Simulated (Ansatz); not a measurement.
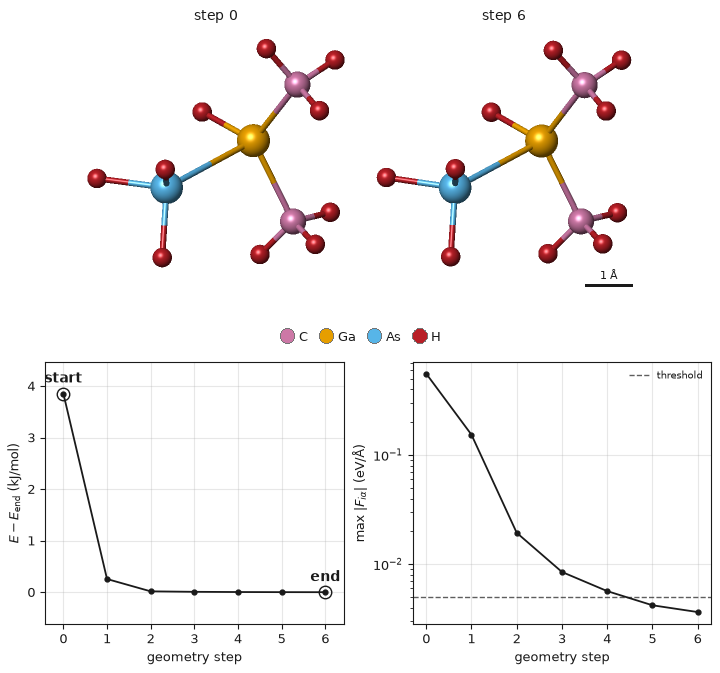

First and last geometry of a relaxation of C₂H₁₀AsGa, with the history of the run. A ball-and-stick model, seen at a tilt.

The start comes from PBE-D4/def2-SVP.

These are results of RKS PBE0-D4/def2-TZVP (Ansatz), not measurements.

Input
```yaml
crystal:
  periodic: [false, false, false]
  atoms:
    - {symbol: C, position_ang: [-1.223078, 1.205635, -1.112695]}
    - {symbol: Ga, position_ang: [-0.328521, 0.646800, 0.586039]}
    - {symbol: C, position_ang: [1.632053, 0.975142, 0.795801]}
    - {symbol: As, position_ang: [-0.204732, -2.043494, 0.045349]}
    - {symbol: H, position_ang: [-0.596194, 0.996526, -2.003384]}
    - {symbol: H, position_ang: [-1.391228, 2.303416, -1.079681]}
    - {symbol: H, position_ang: [-2.212744, 0.726498, -1.253211]}
    - {symbol: H, position_ang: [-1.219151, 0.436803, 1.891174]}
    - {symbol: H, position_ang: [1.785871, 2.046967, 1.044950]}
    - {symbol: H, position_ang: [2.080995, 0.380017, 1.616223]}
    - {symbol: H, position_ang: [2.192104, 0.772363, -0.139682]}
    - {symbol: H, position_ang: [-0.878368, -3.076450, 0.949808]}
    - {symbol: H, position_ang: [1.125877, -2.792636, -0.054193]}
    - {symbol: H, position_ang: [-0.776084, -2.606788, -1.257898]}
basis:
  gaussian: {orbitals: def2-TZVP}
hamiltonian: {xc: pbe0, dispersion: d4}
relax: {f_tol: 0.005, max_steps: 150}
```

Command:
```bash
ansatz run in.yaml --threads 4 --pin off --events-out ev --progress --plain --max-ram 11315MiB
```

Did the run converge, and what did it change?

It converged. H13 moves most after the best rigid fit: 0.055 Å. Largest moves by element: H 0.055 Å, C 0.021 Å, As 0.011 Å, Ga 0.009 Å. Among the contacts that change: As4–H12 1.529 → 1.511 Å, C1–H5 1.109 → 1.093 Å, C1–Ga2 2.000 → 1.987 Å, Ga2–H8 1.594 → 1.585 Å. The energy falls by 3.85 kJ/mol in 6 geometry steps. The largest force component goes from 0.56 to 0.0037 eV/Å. Cost: 46 s on 4 threads of Arm Neoverse V2 (shared host).
